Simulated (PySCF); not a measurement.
# C2H6Cl2Si (charge +1): geometry relaxation (part 4 of 4)

The same run, continued: C2H6Cl2Si, charge +1, multiplicity 2; HF/3-21G, UHF (PySCF 2.14.0). The atoms were displaced at random from an optimised geometry. The geometry is that of the parent species in another charge or spin state.

Geometry of the input (Å):
```
C  -1.5023  0.2531  0.5485
Si 0.0439  0.3685  -0.4405
C  1.3902  -0.7704  -0.0121
Cl -0.4312  0.0480  -2.4411
Cl 0.7281  2.3502  -0.3498
H  -1.1988  0.4363  1.6028
H  -2.2082  1.0188  0.2212
H  -1.8787  -0.7438  0.4797
H  1.7407  -0.5541  1.0584
H  2.2380  -0.6098  -0.6489
H  1.0653  -1.8137  -0.0753
```

Trajectory as extended XYZ, continued
```
11
Properties=species:S:1:pos:R:3:forces:R:3 step=3 energy=-34845.86542
C    -1.5832    0.2980    0.5955   -0.1063  -0.0328  -0.0812
Si    0.1323    0.4528   -0.1298    0.4236   0.1991   0.7131
C     1.5308   -0.7988   -0.0018   -0.2581   0.1386   0.0136
Cl   -0.5453   -0.1093   -2.5941   -0.1389  -0.1106  -0.5236
Cl    0.8010    2.4498   -0.3672   -0.0792  -0.1445  -0.0491
H    -1.5262    0.4809    1.6675    0.0225  -0.0214   0.0149
H    -2.2687    1.0312    0.1843    0.0374   0.0243  -0.0346
H    -1.9930   -0.6955    0.4421    0.0389  -0.0009   0.0275
H     1.9649   -0.7136    0.9949    0.0166  -0.0234  -0.0602
H     2.3149   -0.6028   -0.7229    0.0241   0.0108  -0.0167
H     1.1597   -1.8096   -0.1259    0.0195  -0.0390  -0.0037
11
Properties=species:S:1:pos:R:3:forces:R:3 step=4 energy=-34845.94014
C    -1.5859    0.3076    0.6090   -0.1153  -0.0204  -0.0100
Si    0.1564    0.4643   -0.0333    0.1897   0.1034   0.2215
C     1.5391   -0.7933    0.0093   -0.1308   0.0003  -0.0272
Cl   -0.5707   -0.1559   -2.6366   -0.0681  -0.0580  -0.2594
Cl    0.7969    2.4415   -0.3683   -0.0050   0.0162   0.0036
H    -1.5986    0.4854    1.6835    0.0221  -0.0003  -0.0020
H    -2.2390    1.0443    0.1515    0.0097  -0.0116   0.0153
H    -1.9815   -0.6863    0.4270    0.0013  -0.0065   0.0227
H     2.0224   -0.7594    0.9829    0.0411   0.0020   0.0472
H     2.2906   -0.5677   -0.7385    0.0336  -0.0210  -0.0089
H     1.1573   -1.7973   -0.1437    0.0217  -0.0041  -0.0027
11
Properties=species:S:1:pos:R:3:forces:R:3 step=5 energy=-34845.95665
C    -1.5868    0.3111    0.6154   -0.0381  -0.0113   0.0337
Si    0.1706    0.4764    0.0103    0.0200   0.0331   0.0354
C     1.5408   -0.7906    0.0155    0.0322  -0.0290   0.0674
Cl   -0.5838   -0.1781   -2.6764   -0.0367  -0.0308  -0.1452
Cl    0.7947    2.4468   -0.3670    0.0195   0.0448   0.0266
H    -1.6268    0.4872    1.6897    0.0197   0.0070  -0.0043
H    -2.2297    1.0458    0.1418   -0.0016  -0.0089   0.0104
H    -1.9720   -0.6850    0.4244    0.0046  -0.0068   0.0065
H     2.0477   -0.7816    0.9812   -0.0289   0.0118  -0.0400
H     2.2822   -0.5597   -0.7420    0.0128  -0.0127   0.0030
H     1.1502   -1.7892   -0.1500   -0.0034   0.0026   0.0066
11
Properties=species:S:1:pos:R:3:forces:R:3 step=6 energy=-34845.96176
C    -1.5846    0.3108    0.6188    0.0123   0.0040   0.0421
Si    0.1770    0.4858    0.0248   -0.0301   0.0118  -0.0382
C     1.5390   -0.7892    0.0194    0.0421  -0.0237   0.0292
Cl   -0.5909   -0.1852   -2.7117   -0.0192  -0.0139  -0.0825
Cl    0.7958    2.4554   -0.3631    0.0165   0.0224   0.0319
H    -1.6301    0.4875    1.6928    0.0073   0.0062  -0.0043
H    -2.2288    1.0414    0.1410   -0.0092  -0.0102   0.0070
H    -1.9601   -0.6887    0.4267   -0.0021  -0.0042   0.0017
H     2.0501   -0.7877    0.9815   -0.0096   0.0104   0.0070
H     2.2802   -0.5628   -0.7400   -0.0020  -0.0080   0.0014
H     1.1396   -1.7842   -0.1474   -0.0060   0.0052   0.0047
11
Properties=species:S:1:pos:R:3:forces:R:3 step=7 energy=-34845.96459
C    -1.5816    0.3093    0.6213    0.0355   0.0084   0.0267
Si    0.1795    0.4928    0.0258   -0.0381  -0.0038  -0.0491
C     1.5366   -0.7887    0.0224    0.0303  -0.0035   0.0259
Cl   -0.5953   -0.1839   -2.7502   -0.0065  -0.0007  -0.0319
Cl    0.7990    2.4634   -0.3576    0.0060  -0.0031   0.0241
H    -1.6237    0.4885    1.6951    0.0012   0.0042   0.0019
H    -2.2332    1.0336    0.1447   -0.0079  -0.0047  -0.0019
H    -1.9496   -0.6938    0.4332   -0.0035  -0.0013   0.0002
H     2.0453   -0.7863    0.9860   -0.0087   0.0062  -0.0007
H     2.2805   -0.5707   -0.7367   -0.0070  -0.0030   0.0018
H     1.1296   -1.7811   -0.1411   -0.0013   0.0013   0.0029
11
Properties=species:S:1:pos:R:3:forces:R:3 step=8 energy=-34845.96559
C    -1.5794    0.3078    0.6224    0.0226   0.0049   0.0096
Si    0.1784    0.4942    0.0192   -0.0163  -0.0104  -0.0248
C     1.5347   -0.7891    0.0239    0.0005   0.0057   0.0044
Cl   -0.5970   -0.1767   -2.7760    0.0003   0.0047  -0.0045
Cl    0.8011    2.4657   -0.3528    0.0001  -0.0084   0.0094
H    -1.6143    0.4905    1.6961   -0.0014   0.0030   0.0009
H    -2.2375    1.0277    0.1483   -0.0036  -0.0023  -0.0030
H    -1.9449   -0.6973    0.4400   -0.0032   0.0010   0.0013
H     2.0383   -0.7808    0.9899    0.0020   0.0028   0.0065
H     2.2818   -0.5773   -0.7335   -0.0033   0.0002  -0.0010
H     1.1261   -1.7816   -0.1348    0.0023  -0.0012   0.0013
11
Properties=species:S:1:pos:R:3:forces:R:3 step=9 energy=-34845.96579
C    -1.5790    0.3071    0.6226    0.0060  -0.0003   0.0000
Si    0.1765    0.4922    0.0141   -0.0029  -0.0091  -0.0038
C     1.5341   -0.7898    0.0240   -0.0060   0.0039   0.0000
Cl   -0.5965   -0.1705   -2.7841    0.0015   0.0046   0.0022
Cl    0.8016    2.4641   -0.3506   -0.0006  -0.0030   0.0010
H    -1.6097    0.4926    1.6960   -0.0006   0.0028   0.0006
H    -2.2395    1.0255    0.1494   -0.0006  -0.0004  -0.0027
H    -1.9457   -0.6983    0.4441   -0.0006   0.0006   0.0019
H     2.0353   -0.7768    0.9916    0.0022   0.0014   0.0005
H     2.2825   -0.5795   -0.7324   -0.0006   0.0003  -0.0008
H     1.1275   -1.7835   -0.1320    0.0022  -0.0008   0.0011
11
Properties=species:S:1:pos:R:3:forces:R:3 step=10 energy=-34845.96584
C    -1.5793    0.3068    0.6226   -0.0017  -0.0021  -0.0022
Si    0.1755    0.4902    0.0121    0.0019  -0.0049   0.0039
C     1.5342   -0.7903    0.0238   -0.0045   0.0005  -0.0021
Cl   -0.5958   -0.1666   -2.7849    0.0010   0.0031   0.0019
Cl    0.8014    2.4622   -0.3498    0.0000   0.0009  -0.0013
H    -1.6085    0.4944    1.6957   -0.0004   0.0025  -0.0004
H    -2.2400    1.0248    0.1489    0.0003  -0.0005  -0.0016
H    -1.9473   -0.6985    0.4464    0.0007   0.0000   0.0021
H     2.0349   -0.7750    0.9916    0.0020   0.0010  -0.0002
H     2.2825   -0.5799   -0.7326    0.0001  -0.0001  -0.0009
H     1.1295   -1.7850   -0.1309    0.0007  -0.0003   0.0010
11
Properties=species:S:1:pos:R:3:forces:R:3 step=11 energy=-34845.96586
C    -1.5797    0.3066    0.6225   -0.0039  -0.0022  -0.0023
Si    0.1749    0.4887    0.0116    0.0026  -0.0007   0.0056
C     1.5343   -0.7908    0.0237   -0.0009  -0.0017  -0.0019
Cl   -0.5950   -0.1634   -2.7846    0.0004   0.0016   0.0007
Cl    0.8013    2.4609   -0.3493    0.0004   0.0022  -0.0010
H    -1.6088    0.4965    1.6952   -0.0003   0.0022  -0.0007
H    -2.2402    1.0239    0.1474    0.0002  -0.0009  -0.0011
H    -1.9482   -0.6989    0.4485    0.0013  -0.0005   0.0017
H     2.0357   -0.7741    0.9911    0.0009   0.0006  -0.0013
H     2.2821   -0.5802   -0.7333   -0.0002  -0.0006  -0.0008
H     1.1308   -1.7861   -0.1300   -0.0005   0.0001   0.0010
11
Properties=species:S:1:pos:R:3:forces:R:3 step=12 energy=-34845.96589
C    -1.5802    0.3063    0.6225   -0.0037  -0.0013  -0.0007
Si    0.1747    0.4874    0.0120    0.0017   0.0042   0.0046
C     1.5344   -0.7915    0.0235    0.0024  -0.0032  -0.0026
Cl   -0.5942   -0.1591   -2.7846    0.0002  -0.0004  -0.0002
Cl    0.8013    2.4597   -0.3482    0.0005   0.0019   0.0005
H    -1.6100    0.4999    1.6946   -0.0004   0.0018  -0.0010
H    -2.2405    1.0219    0.1447   -0.0004  -0.0016  -0.0007
H    -1.9484   -0.6998    0.4516    0.0017  -0.0007   0.0007
H     2.0374   -0.7733    0.9901   -0.0001   0.0002  -0.0014
H     2.2811   -0.5811   -0.7347   -0.0005  -0.0008  -0.0007
H     1.1317   -1.7873   -0.1286   -0.0015   0.0000   0.0014
11
Properties=species:S:1:pos:R:3:forces:R:3 step=13 energy=-34845.96592
C    -1.5806    0.3058    0.6227   -0.0014   0.0002  -0.0004
Si    0.1747    0.4865    0.0132    0.0002   0.0081   0.0013
C     1.5344   -0.7924    0.0232    0.0050  -0.0035  -0.0017
Cl   -0.5927   -0.1535   -2.7852   -0.0003  -0.0021  -0.0004
Cl    0.8015    2.4591   -0.3459    0.0007   0.0002   0.0028
H    -1.6122    0.5054    1.6936   -0.0005   0.0006  -0.0010
H    -2.2412    1.0181    0.1402   -0.0009  -0.0016  -0.0006
H    -1.9472   -0.7016    0.4564    0.0011  -0.0015   0.0007
H     2.0401   -0.7726    0.9883   -0.0006   0.0002  -0.0010
H     2.2790   -0.5829   -0.7373   -0.0011  -0.0015  -0.0004
H     1.1315   -1.7886   -0.1263   -0.0021   0.0008   0.0006
11
Properties=species:S:1:pos:R:3:forces:R:3 step=14 energy=-34845.96596
C    -1.5809    0.3052    0.6228    0.0011   0.0017   0.0000
Si    0.1751    0.4863    0.0151   -0.0012   0.0088  -0.0027
C     1.5341   -0.7934    0.0228    0.0047  -0.0019  -0.0011
Cl   -0.5909   -0.1473   -2.7864   -0.0004  -0.0032   0.0002
Cl    0.8023    2.4592   -0.3421    0.0003  -0.0018   0.0049
H    -1.6152    0.5126    1.6920   -0.0004   0.0001  -0.0003
H    -2.2425    1.0122    0.1339   -0.0012  -0.0016  -0.0003
H    -1.9443   -0.7044    0.4629    0.0007  -0.0010   0.0000
H     2.0437   -0.7719    0.9859   -0.0010   0.0000  -0.0007
H     2.2760   -0.5860   -0.7410   -0.0010  -0.0012  -0.0003
H     1.1298   -1.7895   -0.1231   -0.0016   0.0002   0.0004
11
Properties=species:S:1:pos:R:3:forces:R:3 step=15 energy=-34845.96598
C    -1.5808    0.3048    0.6227    0.0022   0.0020  -0.0001
Si    0.1756    0.4870    0.0166   -0.0014   0.0052  -0.0044
C     1.5336   -0.7939    0.0223    0.0019  -0.0001  -0.0009
Cl   -0.5895   -0.1439   -2.7871   -0.0003  -0.0030   0.0008
Cl    0.8034    2.4602   -0.3379    0.0002  -0.0023   0.0050
H    -1.6175    0.5183    1.6907   -0.0002  -0.0002  -0.0001
H    -2.2438    1.0071    0.1288   -0.0009  -0.0008  -0.0002
H    -1.9409   -0.7068    0.4678   -0.0001  -0.0006   0.0001
H     2.0463   -0.7714    0.9837   -0.0003   0.0001   0.0001
H     2.2733   -0.5888   -0.7442   -0.0005  -0.0007  -0.0001
H     1.1274   -1.7896   -0.1207   -0.0005   0.0002   0.0000
11
Properties=species:S:1:pos:R:3:forces:R:3 step=16 energy=-34845.96600
C    -1.5806    0.3047    0.6225    0.0013   0.0011  -0.0004
Si    0.1760    0.4879    0.0172   -0.0008   0.0004  -0.0031
C     1.5332   -0.7940    0.0218   -0.0008   0.0011  -0.0007
Cl   -0.5886   -0.1434   -2.7868   -0.0002  -0.0018   0.0008
Cl    0.8044    2.4613   -0.3342    0.0002  -0.0012   0.0032
H    -1.6188    0.5217    1.6897    0.0000   0.0001   0.0002
H    -2.2447    1.0039    0.1257   -0.0002   0.0000  -0.0001
H    -1.9384   -0.7081    0.4706   -0.0003   0.0001   0.0001
H     2.0476   -0.7710    0.9822    0.0002   0.0002   0.0002
H     2.2716   -0.5905   -0.7463    0.0001   0.0001   0.0000
H     1.1255   -1.7894   -0.1195    0.0005  -0.0001   0.0000
11
Properties=species:S:1:pos:R:3:forces:R:3 step=17 energy=-34845.96600
C    -1.5806    0.3048    0.6222    0.0001   0.0002  -0.0004
Si    0.1760    0.4883    0.0172   -0.0002  -0.0020  -0.0009
C     1.5330   -0.7939    0.0214   -0.0014   0.0009  -0.0006
Cl   -0.5884   -0.1446   -2.7860   -0.0001  -0.0008   0.0003
Cl    0.8050    2.4617   -0.3321    0.0003   0.0002   0.0013
H    -1.6191    0.5228    1.6892    0.0001   0.0003   0.0001
H    -2.2450    1.0031    0.1247    0.0002   0.0003  -0.0001
H    -1.9378   -0.7083    0.4712   -0.0003   0.0003   0.0001
H     2.0479   -0.7708    0.9815    0.0004   0.0002   0.0002
H     2.2711   -0.5908   -0.7471    0.0003   0.0004   0.0000
H     1.1250   -1.7892   -0.1195    0.0007  -0.0001   0.0000
11
Properties=species:S:1:pos:R:3:forces:R:3 step=18 energy=-34845.96601
C    -1.5807    0.3050    0.6221   -0.0006  -0.0003  -0.0002
Si    0.1759    0.4881    0.0171    0.0000  -0.0019   0.0005
C     1.5331   -0.7938    0.0211   -0.0007   0.0002  -0.0003
Cl   -0.5884   -0.1457   -2.7853   -0.0001  -0.0002  -0.0001
Cl    0.8052    2.4617   -0.3309    0.0003   0.0008   0.0001
H    -1.6192    0.5231    1.6890    0.0001   0.0003   0.0000
H    -2.2450    1.0034    0.1244    0.0003   0.0003   0.0000
H    -1.9382   -0.7081    0.4712   -0.0002   0.0003   0.0001
H     2.0480   -0.7707    0.9812    0.0002   0.0002   0.0000
H     2.2711   -0.5905   -0.7474    0.0002   0.0003   0.0000
H     1.1254   -1.7893   -0.1198    0.0004   0.0000   0.0000
```

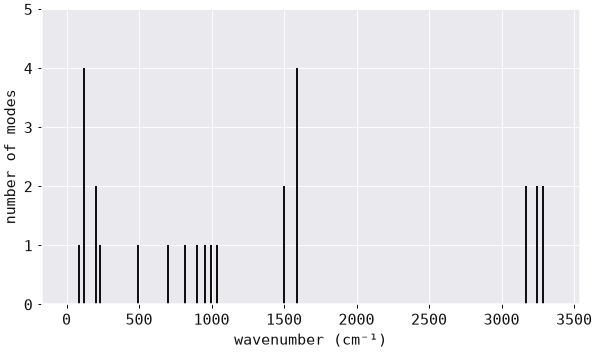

Fig. 1: Harmonic vibrational wavenumbers from the force constants; neighbouring modes closer than 15 cm⁻¹ are counted in one stick. 27 modes from 83 to 3284 cm⁻¹, none imaginary.

Summary

| quantity | value |
| --- | --- |
| outcome | converged |
| total energy | −1280.565631 hartree |
| basis functions | 69 |
| ⟨S²⟩ | 0.751 |
| zero-point energy | 0.081692 hartree |
| wavenumbers, lowest and highest | 83 and 3284 cm⁻¹ |
| hardware | 1 thread of Arm Neoverse V1, 24 GiB of memory available, shared host |
| wall time | 90 s |
| peak memory | 0.18 GiB |

Further notes kept with the run: dipole of an ion depends on the origin.
